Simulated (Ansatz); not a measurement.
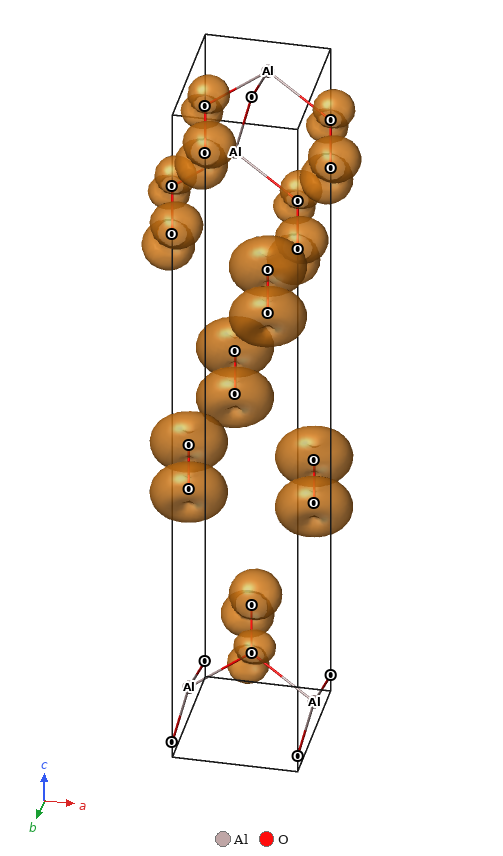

AlO$_{5}$. Isosurfaces of the magnetisation density (up minus down) at +0.08 (orange) and −0.08 e/Å³ (purple), seen at an oblique angle. Sticks mark near contacts.

Space group Pmmn; a generated structure, not necessarily the stable one; spin-polarised.

Theory: Ansatz 0.2.0, DFT PBE, scalar-relativistic, plane waves, PAW.

In a PAW calculation such maps are meaningful between the atoms, not at the nuclei.

```xyz
12
Lattice="3.0518 0.0000 0.0000 0.0000 3.6821 0.0000 0.0000 0.0000 18.0914" Properties=species:S:1:pos:R:3 pbc="T T T"
Al    1.5259    0.0000   17.2578
Al    0.0000    1.8410    0.8337
O     0.0000    1.8410    6.4306
O     0.0000    1.8410    7.6485
O     1.5259    0.0000   11.6608
O     1.5259    0.0000   10.4429
O     0.0000    0.0000   16.0829
O     0.0000    0.0000   14.7364
O     1.5259    1.8410   17.6516
O     1.5259    1.8410    2.0085
O     1.5259    1.8410    3.3551
O     0.0000    0.0000    0.4398
```

Q: Which atoms carry the moments, and with what signs?

A: The spin density sits on O: +0.5 μB (×6) in one cell of 12 atoms, with smaller moments on other sites: O (up to +0.16 μB): parallel moments (a ferromagnetic arrangement) in this solution. The cell of the calculation (12 atoms) carries 6.0 μB of net spin moment. Only one sign reaches the isovalue.
